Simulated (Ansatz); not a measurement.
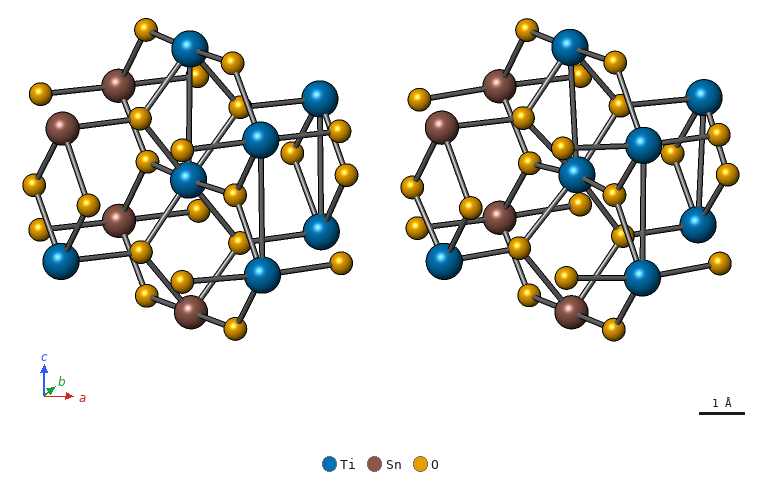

Two geometries of solid Ti15Sn9O48 (a generated structure, set up in P1), drawn at one scale. One is the start of a relaxation, the other its converged end. The picture is a ball-and-stick view of the atoms within 4.2 Å of the atom that moves most (axes of the cell of the calculation), seen slightly off an axis.

These are results of DFT, PBEsol, PAW, plane waves in Ansatz, not measurements. (plane-wave cutoff 420 eV; k-point mesh 1 × 1 × 1; mesh shifted by (0.25, 0.25, 0.25); no spin polarisation; cell relaxed at fixed alpha, beta, gamma; force threshold 0.03 eV/Å; at most 80 steps)

Which geometry has the lower energy?

Answer. The right one is the relaxed one. A Ti atom moves most relative to the cell: 0.20 Å along [3 1 2]. Largest moves by element: Ti 0.20 Å, O 0.17 Å, Sn 0.07 Å. Cell: a 9.318 → 9.324 Å (+0.1 %), b 9.318 → 9.341 Å (+0.3 %), c 9.128 → 9.152 Å (+0.3 %). Volume +0.6 %. Near-neighbour distances that change, for instance: O–Ti 2.014 → 1.846 Å, O–Ti 2.032 → 1.864 Å, O–Sn 1.920 → 2.079 Å, O–Ti 1.953 → 2.111 Å. Bond angles that change, for instance: Ti–O–Ti 129.2° → 137.0°, Ti–O–Sn 127.8° → 135.4°, Ti–O–Sn 128.4° → 133.3°. The space group stays P1 (No. 1). After 8 geometry steps the energy has fallen by 54.5 meV per atom. The largest force component goes from 2.8 to 0.0086 eV/Å. The pressure goes from 2.01 to 0.00 GPa.
